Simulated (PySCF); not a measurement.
**C4H3F3O2Si: density, localisation and related maps**

The calculation's input:

```
{"job": {"kind": "nmr", "xc": "PBE0", "basis": "pcSseg-1"}, "charge": 0, "multiplicity": 1}
O     -0.179326     1.656422     1.009144
Si     0.303233     0.331958     0.234512
C     -1.273592    -0.647340    -0.097006
F     -1.126923    -1.963887    -0.347805
C     -2.504781    -0.159441    -0.089903
F     -3.619015    -0.845516    -0.302505
F     -2.793471     1.110793     0.132265
C      1.891826    -0.656856     0.496065
C      2.243825    -0.216176    -0.711249
O      1.232236     0.622529    -1.158718
H      0.339803     2.458491     1.026148
H      2.394189    -1.335207     1.152538
H      3.087610    -0.355284    -1.361214
```

Command:

```sh
OMP_NUM_THREADS=1 python probes_run.py task.json out
```

Geometry: GFN2-xTB.

These are results of PBE0/pcSseg-1, SCF density, gas phase, non-relativistic (PySCF 2.14.0), not measurements.

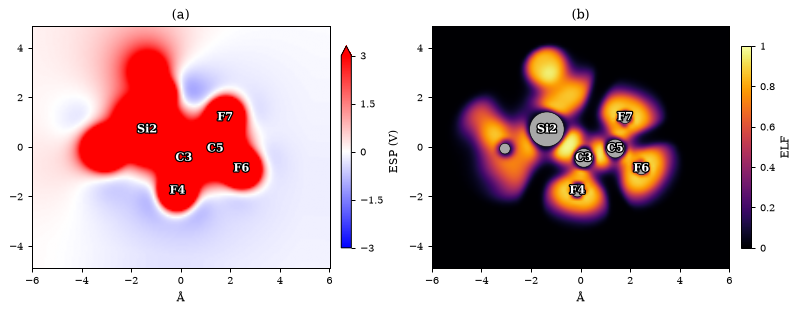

Figure 1. (a) electrostatic potential; (b) electron localisation function on the plane of atoms Si2, C3 and F4. Grey discs cover the atomic cores in the ELF map.

Read the bonding off the picture.

Answer. Atoms in the plane: Si, C and F.
C–F (1.32 Å): the ELF peaks at about 0.85 between the atoms, as expected for a polar covalent bond.
C–C (1.32 Å): the ELF peaks at about 0.95 between the atoms: a multiple bond.
C–Si (1.89 Å): the ELF peaks at about 1 between the atoms: a covalent bond.
The ELF also peaks beside F6, F7 and O1, away from the bonds: lone-pair regions.
Outside the dense part of the molecule the potential is most negative (−1.0 V) near O1, which lies off the plane.

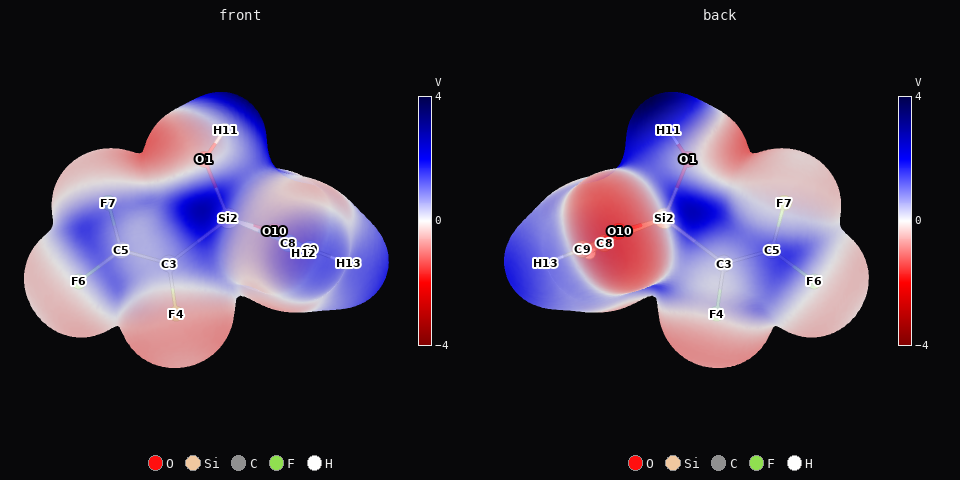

Figure 2. The molecular electrostatic potential painted on the density surface at 0.004 e/bohr³, seen from the front and from behind; red is negative and blue positive.

Which sites attract a positive test charge, and which a negative one?

Answer. A positive charge is drawn to the negative regions and a negative charge to the positive ones. The most negative region (about −1.6 V, or −37 kcal/mol for a unit charge) lies over O10, the most positive (about +3.8 V, or +88 kcal/mol for a unit charge) over H11. O10 is the likeliest acceptor of a hydrogen bond.
